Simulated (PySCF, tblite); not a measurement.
**BH₆O₃Si₃ radical: geometry, infrared bands and EPR parameters**

What infrared bands and EPR parameters should BH₆O₃Si₃ radical (`[BH][SiH]1O[SiH2]O[SiH2]O1`) show?

Computed with tblite 0.8.0 and PySCF 2.14.0, with density-fitted response routines of our own, on a single molecule in the gas phase. Atoms count from 0, in the outputs and in this text.

## (1) The molecule as given

13 atoms, charge 0, multiplicity 2; geometry from: force field or distance geometry start.

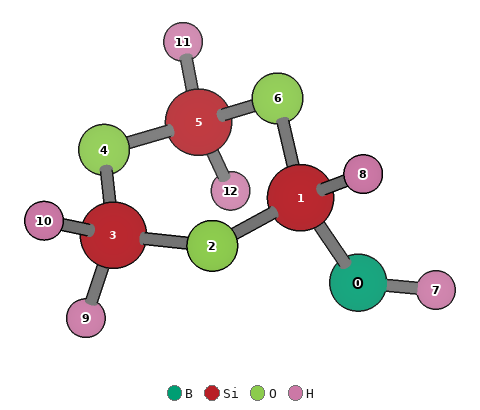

The starting geometry (boron teal, silicon red, oxygen green, hydrogen pink), atoms numbered.

## (2) Optimising the geometry with GFN2-xTB

The job: settings as JSON, then the geometry in Å.

```
{"job": {"kind": "relax", "xc": "GFN2-xTB", "basis": "xTB"}, "charge": 0, "multiplicity": 2}
B      2.141600    -0.644000    -0.947700
Si     1.085300    -0.511300     0.689000
O     -0.233900    -1.556400     0.609700
Si    -1.655600    -0.902800    -0.044700
O     -1.809700     0.769300     0.004900
Si    -0.367100     1.639100    -0.170300
O      0.685800     1.109700     1.075600
H      3.316200    -0.664600    -0.950400
H      1.901300    -0.993600     1.850800
H     -1.913900    -1.373900    -1.415600
H     -2.791600    -1.449100     0.752700
H     -0.628000     3.079600     0.008400
H      0.265200     1.498600    -1.480300
```

Started as:

```bash
> OMP_NUM_THREADS=1 python probes_run.py task.json out
```

This one command runs all jobs of the session in turn.

What it wrote:

```text
step      E/eV     max force
  0    -594.80736    2.893
  1    -595.14217    1.982
  2    -595.45184    1.311
  3    -595.51414    0.709
  4    -595.57824    0.563
  5    -595.61373    0.558
  6    -595.70243    0.940
  7    -595.76217    0.674
  8    -595.80727    0.523
  9    -595.84125    0.418
 10    -595.87636    0.714
 11    -595.91527    0.749
 12    -595.94929    0.442
 13    -595.96741    0.329
 14    -595.97929    0.388
 15    -595.99309    0.367
 16    -596.00713    0.362
 17    -596.02035    0.301
 18    -596.03178    0.374
 19    -596.04327    0.419
 20    -596.05352    0.326
 21    -596.06019    0.222
 22    -596.06506    0.194
 23    -596.07067    0.260
 24    -596.07693    0.201
 25    -596.08296    0.262
 26    -596.08733    0.143
 27    -596.08960    0.130
 28    -596.09153    0.136
 29    -596.09443    0.191
 30    -596.09819    0.208
 31    -596.10185    0.141
 32    -596.10452    0.128
 33    -596.10661    0.095
 34    -596.10861    0.122
 35    -596.10997    0.094
 36    -596.11120    0.123
 37    -596.11253    0.125
 38    -596.11434    0.136
 39    -596.11624    0.128
 40    -596.11758    0.069
 41    -596.11819    0.062
 42    -596.11863    0.055
 43    -596.11922    0.068
 44    -596.11990    0.076
 45    -596.12053    0.063
 46    -596.12091    0.041
 47    -596.12110    0.033
 48    -596.12126    0.040
 49    -596.12151    0.064
 50    -596.12197    0.087
 51    -596.12261    0.089
 52    -596.12320    0.055
 53    -596.12352    0.036
 54    -596.12372    0.035
 55    -596.12399    0.054
 56    -596.12454    0.080
 57    -596.12542    0.090
 58    -596.12636    0.068
 59    -596.12701    0.066
 60    -596.12739    0.047
 61    -596.12771    0.075
 62    -596.12832    0.088
 63    -596.12945    0.084
 64    -596.13058    0.080
 65    -596.13099    0.055
 66    -596.13138    0.050
 67    -596.13173    0.054
 68    -596.13231    0.053
 69    -596.13277    0.054
 70    -596.13322    0.075
 71    -596.13356    0.070
 72    -596.13390    0.042
 73    -596.13413    0.026
 74    -596.13428    0.030
 75    -596.13441    0.040
 76    -596.13461    0.052
 77    -596.13483    0.031
 78    -596.13501    0.082
 79    -596.13526    0.037
 80    -596.13555    0.050
 81    -596.13571    0.063
 82    -596.13606    0.066
 83    -596.13657    0.059
 84    -596.13747    0.068
 85    -596.13874    0.086
 86    -596.13997    0.061
 87    -596.13797    0.333
 88    -596.14084    0.046
 89    -596.14106    0.041
 90    -596.14148    0.072
 91    -596.14174    0.034
 92    -596.14221    0.041
 93    -596.14249    0.041
 94    -596.14262    0.030
 95    -596.14270    0.022
 96    -596.14284    0.025
 97    -596.14293    0.016
 98    -596.14301    0.017
 99    -596.14304    0.012
100    -596.14306    0.011
101    -596.14307    0.010
102    -596.14309    0.011
103    -596.14312    0.014
104    -596.14317    0.014
105    -596.14320    0.012
106    -596.14322    0.009
```

It took 1 s on 1 thread of Arm Neoverse V2, shared host.

Relaxation path: (not every step is listed)

```csv
step,energy from step 0 (eV),largest force (eV/Å)
0,0.0000,2.8933
1,-0.3348,1.9822
2,-0.6445,1.3109
3,-0.7068,0.7092
4,-0.7709,0.5635
5,-0.8064,0.5578
6,-0.8951,0.9403
7,-0.9548,0.6736
8,-0.9999,0.5225
17,-1.2130,0.3010
26,-1.2800,0.1435
35,-1.3026,0.0944
44,-1.3125,0.0760
53,-1.3162,0.0360
62,-1.3210,0.0883
71,-1.3262,0.0703
80,-1.3282,0.0500
89,-1.3337,0.0410
98,-1.3356,0.0175
101,-1.3357,0.0103
102,-1.3357,0.0107
103,-1.3358,0.0136
104,-1.3358,0.0139
105,-1.3358,0.0115
106,-1.3359,0.0095
```

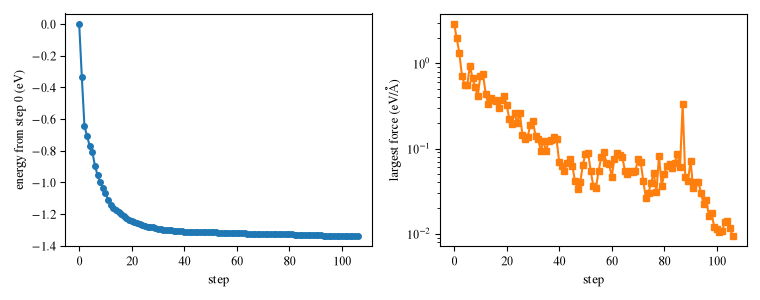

Energy and largest force along the relaxation.

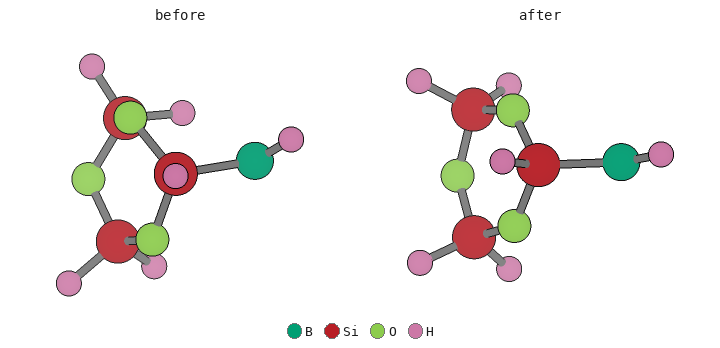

Before and after, at one scale.

Distances of close pairs at the start and the end, largest changes first:

```csv
bond,before (Å),after (Å),change (Å)
Si5–O6,1.715,1.617,-0.098
O2–Si3,1.696,1.617,-0.079
O4–Si5,1.694,1.624,-0.069
Si1–O6,1.714,1.649,-0.065
Si3–O4,1.680,1.625,-0.055
Si1–O2,1.685,1.648,-0.037
Si3–H10,1.492,1.455,-0.037
B0–Si1,1.952,1.917,-0.035
```

The final coordinates are the input of the step that follows.

## (3) Vibrational analysis with GFN2-xTB

The job: settings as JSON, then the geometry in Å.

```
{"job": {"kind": "ir", "xc": "GFN2-xTB", "basis": "xTB"}, "charge": 0, "multiplicity": 2}
B      2.543770    -1.024907    -0.754776
Si     1.227265    -0.500106     0.536394
O     -0.144242    -1.391847     0.336867
Si    -1.641013    -0.946679    -0.084155
O     -1.682465     0.656967    -0.345676
Si    -0.521031     1.783191    -0.198836
O      0.864575     1.083400     0.254599
H      3.650558    -1.361060    -0.801494
H      1.372602    -0.516046     2.006033
H     -1.933566    -1.583722    -1.359761
H     -2.512909    -1.211041     1.050008
H     -0.923711     2.680834     0.872624
H     -0.304221     2.331502    -1.529555
```

What it wrote:

```text
mode    cm-1     km/mol
  1      58.7      0.69
  2      69.2      2.25
  3      96.5      0.03
  4     110.2     12.65
  5     225.9      8.37
  6     263.6     23.54
  7     269.9     35.95
  8     359.8      5.13
  9     397.2      1.28
 10     463.4     27.16
 11     577.6      0.02
 12     586.3      0.16
 13     588.7      7.29
 14     604.1    142.16
 15     608.5    162.67
 16     615.8      0.38
 17     637.2     17.17
 18     664.5      1.91
 19     721.9    153.06
 20     771.5    615.44
 21     783.4    305.34
 22     787.1     82.95
 23     801.3     66.89
 24     822.0    145.79
 25     932.4     24.79
 26    1037.0    737.43
 27    1038.6    606.89
 28    2118.9    254.40
 29    2308.7      6.58
 30    2316.8    844.59
 31    2333.0    226.14
 32    2337.8    111.64
 33    2757.9     85.02
```

Wall time 0.6 s (1 thread of Arm Neoverse V2, shared host).

The strongest bands and the atoms that carry them (share of the mass-weighted mode):

```csv
cm⁻¹,km/mol,atoms
608,162.7,"O6 14 %, O2 14 %, Si1 11 %, H10 11 %"
772,615.4,"H12 17 %, H11 16 %, H10 15 %, H9 14 %"
783,305.3,"H9 31 %, H10 30 %, B0 14 %"
1037,737.4,"O6 46 %, O2 19 %, O4 10 %, Si3 10 %"
1039,606.9,"O4 51 %, O2 26 %"
2119,254.4,H8 97 %
2317,844.6,"H12 35 %, H9 28 %, H11 18 %, H10 14 %"
2333,226.1,"H10 40 %, H9 24 %, H11 21 %, H12 13 %"
```

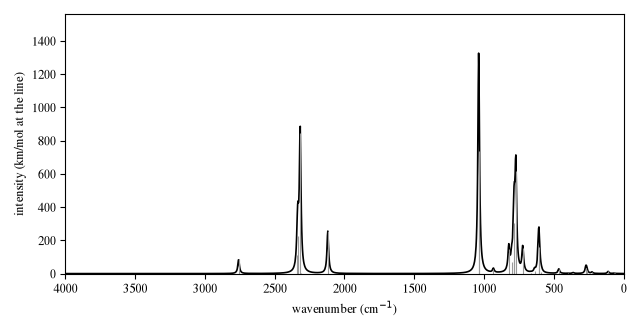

The infrared spectrum from these modes, unscaled. Lines are broadened to a width of 14 cm⁻¹ (Lorentzian).

## (4) g tensor and hyperfine couplings: B3LYP/pcH-1

Settings changed since step 3:

```diff
@@ -1,2 +1,2 @@
-{"job": {"kind": "ir", "xc": "GFN2-xTB", "basis": "xTB"}, "charge": 0, "multiplicity": 2}
+{"job": {"kind": "epr", "basis": "pcH-1"}, "charge": 0, "multiplicity": 2}
 B      2.543770    -1.024907    -0.754776
```

Level: UKS B3LYP, pcH-1 on B H O Si, non-relativistic, mean-field spin-orbit, GIAO.

What it wrote:

```text
UKS, coarse grid
  cycle   1  E = -1122.48916579  |g| = 9.90e-01
  cycle   2  E = -1121.69387209  |g| = 1.73e+00
  cycle   3  E = -1122.79684423  |g| = 1.38e-01
  cycle   4  E = -1122.80317057  |g| = 8.98e-02
  cycle   5  E = -1122.80561105  |g| = 2.95e-02
  cycle   6  E = -1122.80592676  |g| = 2.86e-03
  cycle   7  E = -1122.80593270  |g| = 1.05e-03
  cycle   8  E = -1122.80593460  |g| = 8.28e-04
UKS, final grid
  cycle   1  E = -1122.80588094  |g| = 1.51e-03
  cycle   2  E = -1122.80587908  |g| = 2.80e-03
  cycle   3  E = -1122.80588171  |g| = 3.09e-05
  cycle   4  E = -1122.80588171  |g| = 2.99e-05
E = -1122.80588171 Eh   <S^2> = 0.7520 (exact 0.7500)
g shifts (ppm)      1          2          3
  rmc           -85        -85        -85
  gc             21         11         37
  oz_so       -2038       -176        110
  total       -2101       -249         63
hyperfine (MHz)  atom isotope    a_iso     a_fc   dipolar eigenvalues
    0   11B     251.58     251.72    -45.09    -43.25     88.34
    1  29Si      -1.73      -1.77    -14.75      4.78      9.97
    2   17O       0.17       0.17     -1.08      0.39      0.69
    3  29Si      -0.43      -0.43     -0.34      0.11      0.24
    4   17O      -0.07      -0.07     -0.20      0.09      0.12
    5  29Si      -1.13      -1.13     -0.36      0.12      0.25
    6   17O       1.58       1.58     -1.04      0.26      0.78
    7    1H     -14.43     -14.41    -21.53      0.85     20.68
    8    1H      70.04      70.04     -3.10     -0.74      3.84
    9    1H       0.18       0.18     -0.94     -0.83      1.77
   10    1H      -0.23      -0.23     -0.55     -0.44      1.00
   11    1H      -0.32      -0.32     -0.56     -0.46      1.01
   12    1H       0.19       0.19     -0.98     -0.86      1.84
```

Wall time 98 s (1 thread of Arm Neoverse V2, shared host); peak memory 0.97 GiB.

Principal g values 2.00022, 2.00207, 2.00238; g(iso) = 2.00156, against 2.00232 for a free electron.

Hyperfine couplings; where a row names several nuclei, a(iso) is their mean (it holds for fast rotation or exchange) and the dipolar term the largest among them:

```csv
nuclei,isotope,a(iso) (MHz),"a(iso) (G, at g = 2.0023)",largest dipolar term (MHz)
B0,11B,251.6,89.8,88.3
H8,1H,70.0,25.0,3.8
H7,1H,-14.4,-5.1,-21.5
Si1,29Si,-1.7,-0.6,-14.8
"O2, O6",17O,0.9,0.3,-1.1
"Si3, Si5",29Si,-0.8,-0.3,-0.4
"H10, H11",1H,-0.3,-0.1,1.0
"H9, H12",1H,0.2,0.1,1.8
O4,17O,-0.1,0.0,-0.2
```

Mulliken spin populations:

B0 0.96; Si1 0.02; O2 0.00; Si3 0.00; O4 0.00; Si5 0.00; O6 0.00; H7 -0.02; H8 0.04; H9 0.00; H10 0.00; H11 0.00; H12 0.00

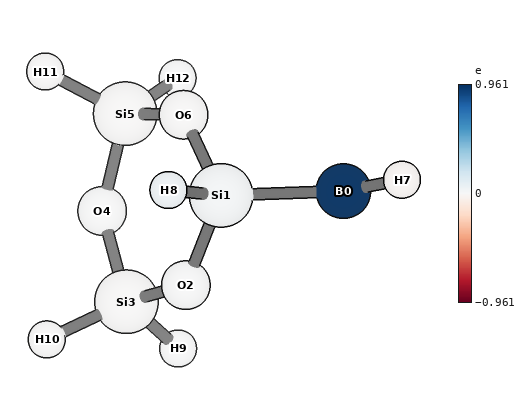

Mulliken spin populations, as colours on the atoms.

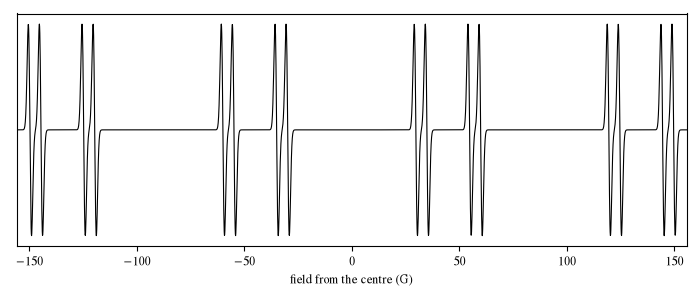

First-order isotropic spectrum (first derivative, main isotopes with spin only, couplings over 0.8 MHz, Gaussian width 0.7 G; couplings of the frozen geometry, rotation of groups not averaged beyond the rows shown).

The fields below are evaluated on a grid from the run's orbitals.

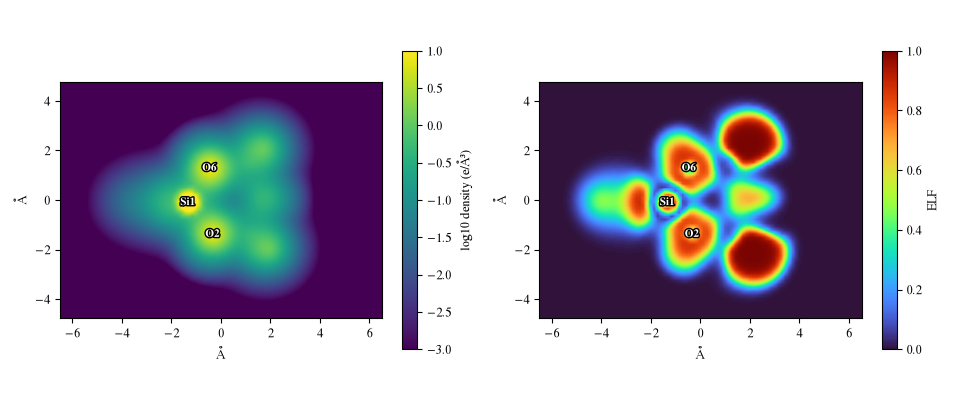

Density (left) and ELF (right) in a plane through or near 3 of the atoms.

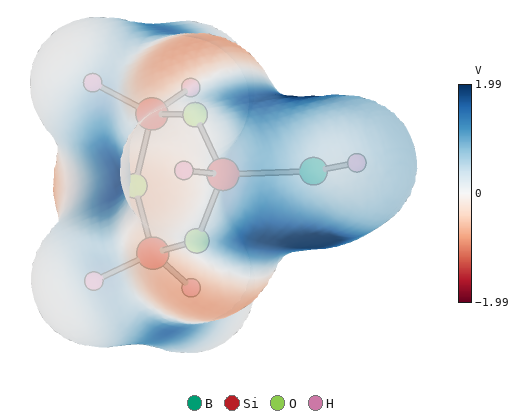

Electrostatic potential on the surface of density 0.002 e/bohr³; red is low, blue high. It runs from -0.80 V near O4 to 1.99 V near B0.

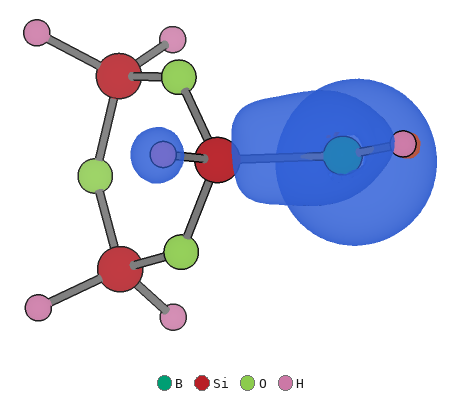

Spin density at ±0.02 e/Å³ (alpha excess blue, beta excess red).

## (5) Summary of results

| quantity | value |
| --- | --- |
| strongest single infrared mode (GFN2-xTB) | 2317 cm⁻¹, 845 km/mol |
| zero-point energy (GFN2-xTB) | 41.6 kcal/mol |
| g(iso) (B3LYP) | 2.00156 |
| ⟨S²⟩ | 0.752 (exact 0.75) |
| largest a(iso) (averaged by class) | 11B on B0, 251.6 MHz |
| surface potential, least and greatest | -0.80 V and 1.99 V |

What this shows: The optimisation took 106 steps and gained 1.336 eV; among the close pairs (by a distance rule), Si5–O6 changed most, from 1.715 to 1.617 Å. No mode is imaginary among the 33: a minimum at this level. The strongest single mode, at 2317 cm⁻¹, is carried by H12, H9, H11, H10. Unscaled tight-binding wavenumbers are off by several per cent, some by more. Its intensities can rank the bands wrongly. B0 carries the largest spin population, 0.96 e. The isotropic g lies 0.8 ppt below the free-electron value.
